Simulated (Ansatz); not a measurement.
# CH₂BFS: one species, many methods

Aim: compute CH₂BFS with functionals from several rungs and with coupled cluster. The yardstick is the atomisation energy at the CCSD(T) limit.

Program: Ansatz 0.2.0, Gaussian basis. Level of theory: functionals in def2-TZVPP, the program's frozen cores in correlated methods. These are calculated values, not measurements.

The runs, in order: LDA (SPW92), PBE-D4, revPBE-D4, BLYP-D4, r2SCAN-D4, B97M-V, PBE0-D4, B3LYP-D4, r2SCANh-D4, r2SCAN0-D4, HSE06-D4, BHLYP-D4, CAM-B3LYP-D4, LC-ωPBE, ωB97X-V, ωB97M-V, B2PLYP, PBE-QIDH; CCSD(T)/def2-SVP; CCSD(T)/def2-TZVPP; MP2/def2-QZVPP; extrapolation to the limit; RPA on PBE.

## Step 1: The geometry

An earlier PBE0-D4 in a triple-zeta def2 set relaxation fixed the geometry.

SMILES `FC1BS1`, 6 atoms, charge 0, spin multiplicity 1.

Atoms are counted from 1 here; the program's logs count them from 0.

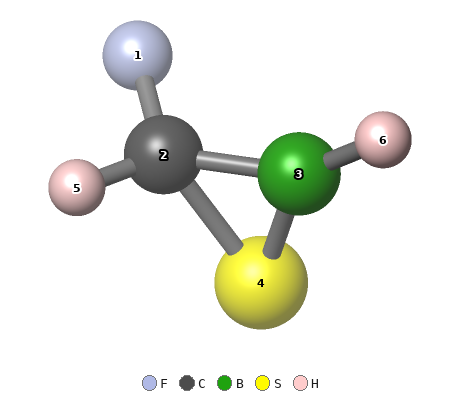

The geometry (fluorine light blue, carbon dark grey, boron green, sulfur yellow, hydrogen pink); atoms are numbered from 1 in the order of the file.

As a file:

```xyz
6

F     0.49353   -0.61396   -1.55288
C    -0.04096    0.18905   -0.59029
B     0.24982   -0.09979    0.88623
S    -1.36116   -0.58001    0.44249
H    -0.31621    1.14903   -1.01573
H     1.01698   -0.10833    1.78408
```

## Step 2: LDA

This LDA is Slater exchange with PW92 correlation.

in.yaml

```yaml
crystal:
  periodic: [false, false, false]
  atoms:
    - {symbol: F, position_ang: [0.493532, -0.613955, -1.552884]}
    - {symbol: C, position_ang: [-0.040960, 0.189046, -0.590288]}
    - {symbol: B, position_ang: [0.249822, -0.099787, 0.886234]}
    - {symbol: S, position_ang: [-1.361165, -0.580008, 0.442493]}
    - {symbol: H, position_ang: [-0.316209, 1.149032, -1.015732]}
    - {symbol: H, position_ang: [1.016979, -0.108328, 1.784078]}
basis:
  gaussian: {orbitals: def2-TZVPP}
hamiltonian: {xc: lda}
output: {orbitals: {seedname: orbitals}}
```

The run is started by

```sh
$ ansatz run in.yaml --threads 2 --pin off --events-out ev --progress --plain --max-ram 4352MiB
```

After this run come: PBE-D4 (GGA); revPBE-D4 (GGA); BLYP-D4 (GGA); r2SCAN-D4 (meta-GGA); B97M-V (meta-GGA); PBE0-D4 (hybrid); B3LYP-D4 (hybrid); r2SCANh-D4 (hybrid); r2SCAN0-D4 (hybrid); HSE06-D4 (hybrid); BHLYP-D4 (hybrid); CAM-B3LYP-D4 (range-separated); LC-ωPBE (range-separated); ωB97X-V (range-separated); ωB97M-V (range-separated); B2PLYP (double hybrid); PBE-QIDH (double hybrid); CCSD(T) in def2-SVP; CCSD(T) in def2-TZVPP; MP2 in def2-QZVPP; RPA on PBE orbitals.

**Question.** What will the summary of the whole plan be? Wanted: atomisation energy, CCSD(T)/CBS; farthest beyond LDA; mean size of error, GGA; mean size of error, meta-GGA; mean size of error, hybrid; mean size of error, range-separated; mean size of error, double hybrid; gap, smallest and largest; T1 diagnostic.

**Answer**, as computed:

| quantity | value |
| --- | --- |
| atomisation energy, CCSD(T)/CBS | 23.016 eV |
| functionals within 0.115 eV (0.5 %) | B3LYP-D4, r2SCAN0-D4, B2PLYP |
| farthest beyond LDA | PBE-D4 (+1.211 eV) |
| mean size of error, GGA | 0.637 eV |
| mean size of error, meta-GGA | 0.501 eV |
| mean size of error, hybrid | 0.392 eV |
| mean size of error, range-separated | 0.237 eV |
| mean size of error, double hybrid | 0.128 eV |
| gap, smallest and largest | 4.13 eV (LDA (SPW92)), 11.49 eV (LC-ωPBE) |
| T1 diagnostic | 0.0165 |
| triples share of the correlation energy | 4.3 % |

LDA overbinds by 4.481 eV (19 %). PBE-D4 misses by +1.211 eV. Double hybrids carry the basis error of their MP2 part in triple zeta, and no dispersion term here, so their miss is partly the set-up's. Taken by rung, double hybrid functionals do best (0.128 eV on average) and GGA ones worst beyond LDA (0.637 eV). Misses under about 0.115 eV are within the doubt on the reference itself, which lacks core-valence correlation, relativity and higher excitations. Hartree-Fock recovers 71 % of the binding; the rest is correlation. CCSD(T) in def2-SVP is off by -1.200 eV, so the small basis spoils what the method gains. Orbital gaps span 4.1 to 11.5 eV; exact exchange widens them.
